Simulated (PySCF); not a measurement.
C$_{5}$H$_{12}$B$_{2}$O$_{2}$ (SMILES COBCBC1COC1)

```xyz
21

C     2.6394    1.1521    0.1754
O     2.5139   -0.1970    0.5475
B     1.7464   -1.1413    0.0296
C     0.7341   -0.9856   -1.2119
B    -0.7232   -1.2521   -0.7266
C    -1.6990   -0.0577   -0.3864
C    -1.1750    1.1699    0.3848
O    -2.1420    0.9827    1.4184
C    -2.6733   -0.1909    0.8004
H     2.3522    1.7759    1.0255
H     2.0191    1.4111   -0.6859
H     3.6879    1.3456   -0.0631
H     1.8724   -2.1852    0.5524
H     0.8516   -0.0118   -1.6869
H     1.0420   -1.7515   -1.9243
H    -1.1182   -2.3490   -0.6026
H    -2.2282    0.2432   -1.2959
H    -1.2884    2.1431   -0.1040
H    -0.1577    1.0723    0.7747
H    -3.7376   -0.0814    0.5715
H    -2.5253   -1.0753    1.4277
```

Geometry: GFN2-xTB.

Method: PySCF, PBE0/pcSseg-1, SCF density, gas phase, non-relativistic.

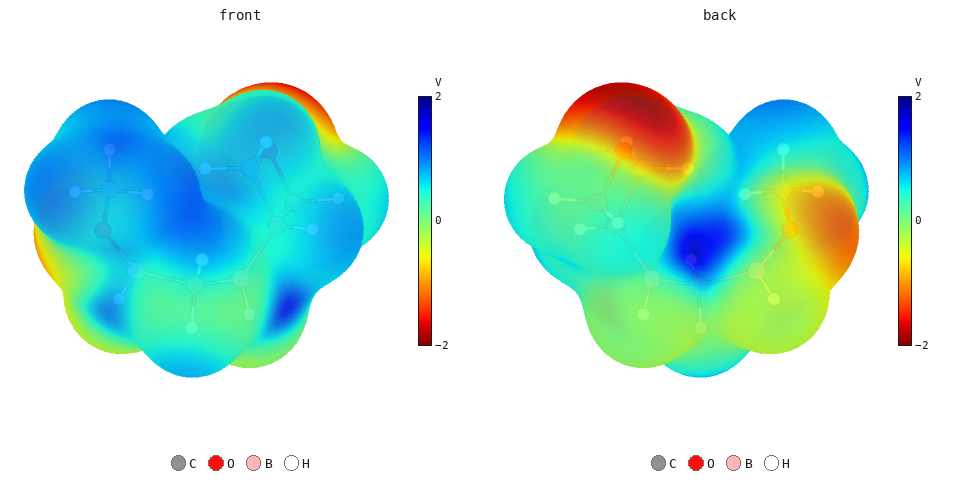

Figure 1. The electrostatic potential painted on the density surface at 0.002 e/bohr³, seen from the front and from behind; the colour scale runs from red (negative) to blue (positive).

Q: Describe the electrostatic potential map.

A: The most negative region (about −1.8 V) lies over O8, the most positive (about +1.5 V) over B3 and B5. O8 is the likeliest acceptor of a hydrogen bond.

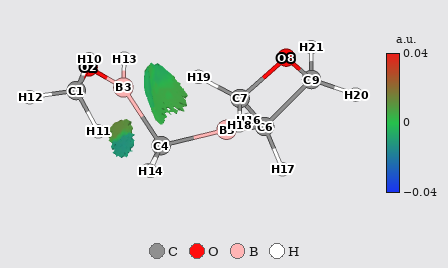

Figure 2. Non-covalent interaction (NCI) plot: the surface where the reduced density gradient is 0.5, for densities under 0.05 a.u., coloured by sign(λ₂)ρ; seen from one side.

Q: Identify the weak interactions.

A:
- Between H11 and C1 on one side and H14 and C4 on the other: a weak contact, attractive (blue-green) on one side and crowded (olive to red) on the other
- Between H19 on one side and C1 and H11 on the other: a weak contact (green)

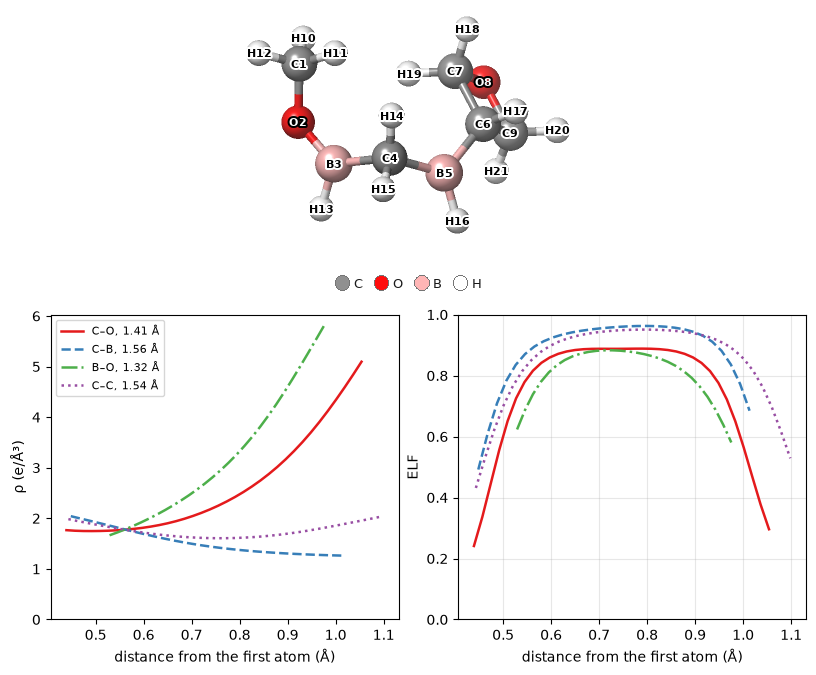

Figure 3. Total electron density and electron localisation function along straight lines between neighbouring atoms. The curves leave out the atomic cores. The structure is drawn too.

Q: What kind of bonding do the profiles show?

A: C–O (1.41 Å): ρ is about 2 e/Å³ halfway, with its minimum of 1.7 e/Å³ about 0.5 Å from C; the ELF peaks at about 0.90 between the atoms; a polar covalent bond.
C–B (1.56 Å): the density is about 1.4 e/Å³ at the midpoint; the ELF peaks at about 0.95 between the atoms, as expected for localised, covalent bonding.
B–O (1.32 Å): ρ at the midpoint is about 2.3 e/Å³; the ELF peaks at about 0.90 between the atoms (a short, strongly polar bond).
C–C (1.54 Å): the density is about 1.6 e/Å³ at the midpoint; the ELF peaks at about 0.95 between the atoms; localised, covalent bonding.
